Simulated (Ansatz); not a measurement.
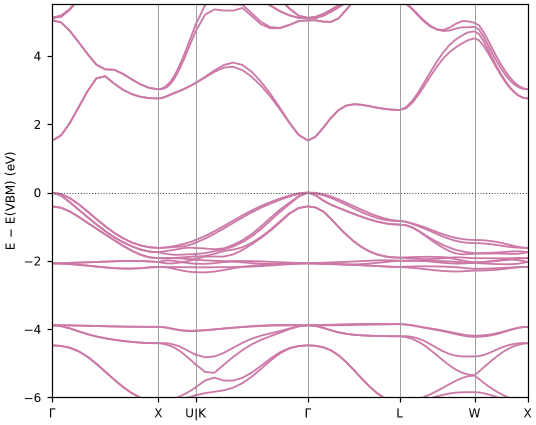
Fig. 1. Band structure from the program Ansatz at the r²SCAN with spin–orbit coupling level (PAW)

The gap is 1.52 eV; an edge lies off the plotted path or next to a special point (maximum on the Γ–X line, 1 % of the way from Γ, minimum at Γ).

The material is CuI (zinc blende, F-43m).

The r²SCAN relaxation kept the symmetry of its start; phonons on a q-mesh show no instability. The run is not spin-polarised.

Potentials: the later of the program's two PAW sets.
